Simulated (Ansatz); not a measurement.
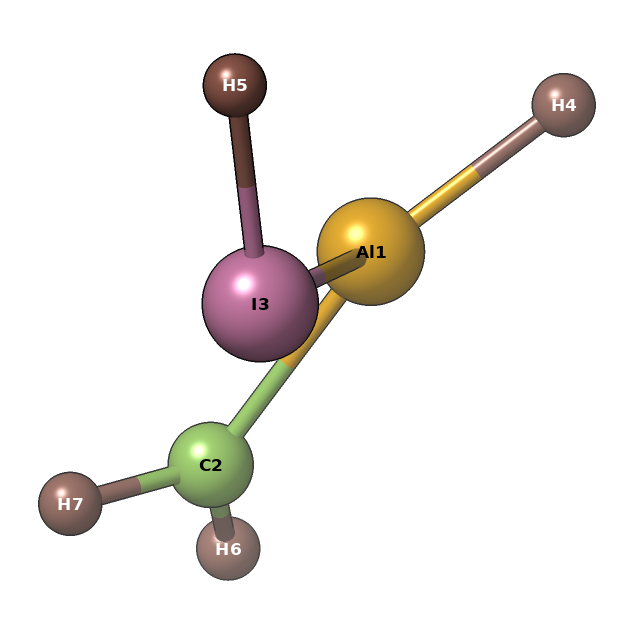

Al1 lies behind I3. The molecule seen a little off the I3–Al1 bond, I3 in front. Atoms fade into the background with distance from the viewer. The computed structure is the end point of a PBE0-D4/def2-TZVP optimisation. No frequency run is at hand to confirm it as a minimum.

Question: What is the torsion angle H5–I3–Al1–C2? The sign is positive where the front bond must turn clockwise to cover the back bond.

Answer: −143°, anticlinal.
